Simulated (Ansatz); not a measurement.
An ideal cubic perovskite cell is held by its symmetry; such compounds can tilt or shift off centre at room temperature.

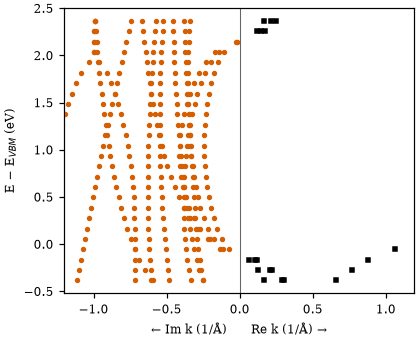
Fig. 1. Complex bands at the centre of the two-dimensional zone; r2SCAN in Ansatz (a quantum-chemistry and plane-wave program)

No gap correction and no spin-orbit coupling; mid-gap is the computed energy nearest the middle.

Q: This is BaTiO$_{3}$ (Pm-3m, cubic perovskite, 5 atoms a cell, 12.9 Å³ an atom, -2 GPa at this level) along the normal of (110). Read off the slowest decay at the centre of the two-dimensional zone at 1.04 eV, the computed energy nearest the middle of the gap.

A: κ ≈ 0.24 1/Å, a decay length 1/(2κ) of the density of 2.1 Å.
